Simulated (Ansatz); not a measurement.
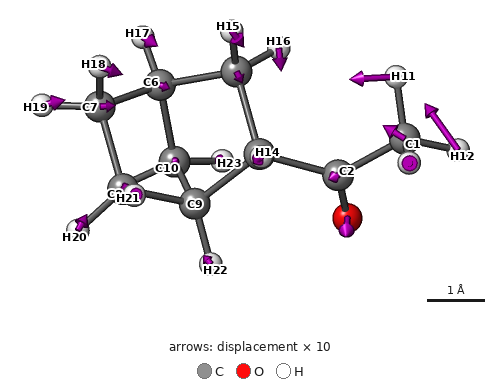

This is a relaxation of C$_{9}$H$_{14}$O. The starting structure is drawn; purple arrows show the displacements, 10 times their true length. The two geometries are superimposed by the best rigid fit.

A ball-and-stick model, seen face on.

The start comes from PBE-D4/def2-SVP.

Method: RKS PBE0-D4/def2-TZVP (Ansatz).

Input
```yaml
crystal:
  periodic: [false, false, false]
  atoms:
    - {symbol: C, position_ang: [-2.354028, 0.047153, 2.183244]}
    - {symbol: C, position_ang: [-1.761601, 0.610664, 0.902149]}
    - {symbol: O, position_ang: [-2.427825, 1.277534, 0.124450]}
    - {symbol: C, position_ang: [-0.293708, 0.278187, 0.644870]}
    - {symbol: C, position_ang: [-0.130190, -1.212814, 0.156904]}
    - {symbol: C, position_ang: [0.631319, -1.053871, -1.176315]}
    - {symbol: C, position_ang: [2.072656, -0.582717, -0.868041]}
    - {symbol: C, position_ang: [1.873151, 0.904018, -0.428535]}
    - {symbol: C, position_ang: [0.341554, 1.089375, -0.508481]}
    - {symbol: C, position_ang: [-0.010182, 0.230091, -1.741574]}
    - {symbol: H, position_ang: [-2.115192, -1.030852, 2.296488]}
    - {symbol: H, position_ang: [-3.448647, 0.200052, 2.196410]}
    - {symbol: H, position_ang: [-1.901598, 0.564081, 3.056636]}
    - {symbol: H, position_ang: [0.258559, 0.428978, 1.597876]}
    - {symbol: H, position_ang: [0.413115, -1.842199, 0.889925]}
    - {symbol: H, position_ang: [-1.118647, -1.688270, -0.017654]}
    - {symbol: H, position_ang: [0.579874, -1.954524, -1.819426]}
    - {symbol: H, position_ang: [2.552297, -1.205252, -0.085050]}
    - {symbol: H, position_ang: [2.710237, -0.654761, -1.772414]}
    - {symbol: H, position_ang: [2.383225, 1.600581, -1.124556]}
    - {symbol: H, position_ang: [2.269043, 1.112401, 0.586486]}
    - {symbol: H, position_ang: [-0.002254, 2.140105, -0.536757]}
    - {symbol: H, position_ang: [-1.101785, 0.152308, -1.910921]}
    - {symbol: H, position_ang: [0.475428, 0.589430, -2.672312]}
basis:
  gaussian: {orbitals: def2-TZVP}
hamiltonian: {xc: pbe0, dispersion: d4}
relax: {f_tol: 0.005, max_steps: 150}
```

**What happened in the run?**

Over 12 accepted moves (13 points after the start) the energy falls by 0.105 eV. The largest force component goes from 0.89 to 0.003 eV/Å. The line search rejected the trial step at point 7 of the run. The forces were under the threshold at step 10, but the run went on from there. H12 moves most after the best rigid fit: 0.11 Å. Largest moves by element: H 0.11 Å, O 0.07 Å, C 0.05 Å. Among the contacts that change: C2–C4 1.527 → 1.510 Å, C10–H23 1.107 → 1.091 Å, C4–H14 1.112 → 1.096 Å, C2–O3 1.222 → 1.207 Å. The run took about 40 s of wall time on a shared GPU.
